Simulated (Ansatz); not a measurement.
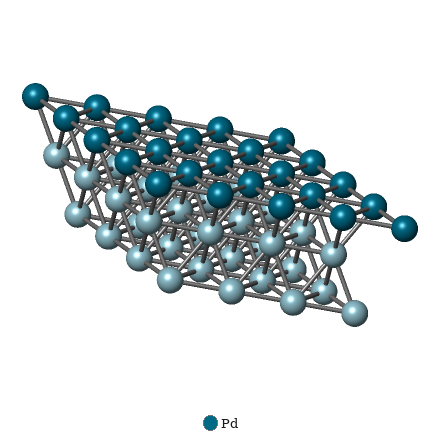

The system is S on a Pd(111) slab cut from the Fm-3m phase, its upper half relaxed before the scan (12 atoms of substrate and one adsorbate in a 2 × 2 cell); the picture shows it without the atoms that are moved over the map. S is moved over the surface cell; relaxed at each place: the height of the adsorbate's atoms; substrate rigid; the origin of the map has the adsorbate above Pd9. Places are given modulo a cell vector. The map is drawn in real space over the plane of the surface. The grid has 6 × 6 points; 10 points were computed and 26 follow by symmetry. Places are given in fractions of the 1 × 1 surface cell. Energies: eV, counted from the lowest grid point. Method: DFT LDA, scalar-relativistic, plane waves, PAW in Ansatz. Settings: cutoff 420 eV, k-mesh 6×6×1, gaussian smearing 0.1 eV, no spin polarisation.

Range: position of S13 along the first surface vector from 0.000 to 0.833; position of S13 along the second surface vector from 0.000 to 0.833.

**What landscape does the calculation give?**

The lowest grid point is at a threefold hollow over a third-layer Pd atom, (4/6, 2/6) of the cell vectors. There is a further well near a threefold hollow over a second-layer Pd atom, (2/6, 4/6) of the cell vectors (0.07 eV above the lowest at that grid point). The highest grid point, the top site over a surface Pd atom, (0/6, 0/6) of the cell vectors, lies 2.03 eV above the lowest. On the interpolated surface the easiest way out of the lowest well to the well at a threefold hollow over a second-layer Pd atom, (2/6, 4/6) of the cell vectors passes a barrier of about 0.5 eV. At the lowest point the adsorbate has 3 Pd at 2.21 Å as nearest neighbours, at the highest 1 Pd at 2.08 Å. Its relaxed height above the top atom is 1.56 Å at the lowest and 2.08 Å at the highest point.

| second ↓, first → | 0/6 | 1/6 | 2/6 | 3/6 | 4/6 | 5/6 |
| --- | --- | --- | --- | --- | --- | --- |
| 5/6 | 1.82 | 1.39 | 0.55 | 0.55 | 1.39 | 1.82 |
| 4/6 | 1.16 | 0.55 | 0.07 | 0.55 | 1.16 | 1.38 |
| 3/6 | 0.50 | 0.55 | 0.55 | 0.50 | 0.52 | 0.52 |
| 2/6 | 1.16 | 1.39 | 1.16 | 0.52 | 0.00 | 0.52 |
| 1/6 | 1.82 | 1.82 | 1.38 | 0.52 | 0.52 | 1.38 |
| 0/6 | 2.03 | 1.82 | 1.16 | 0.50 | 1.16 | 1.82 |

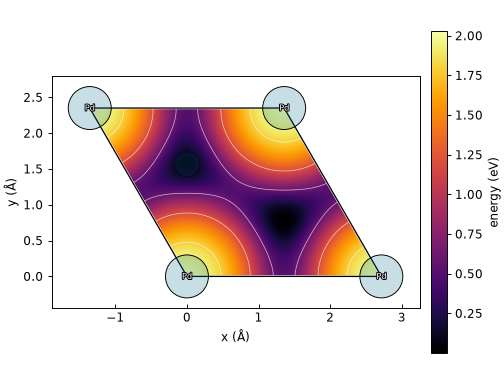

In the figure: a smooth colour map with a few white contour lines, labelled circles for the atoms of the top layer and small ones for the second layer, the outline of one cell of the plane. Between grid points the surface is interpolated.

The whole map (10 points run) took 6.7 min on 4 threads of Intel(R) Xeon(R) 6975P-C (Granite Rapids), with other jobs on the host.
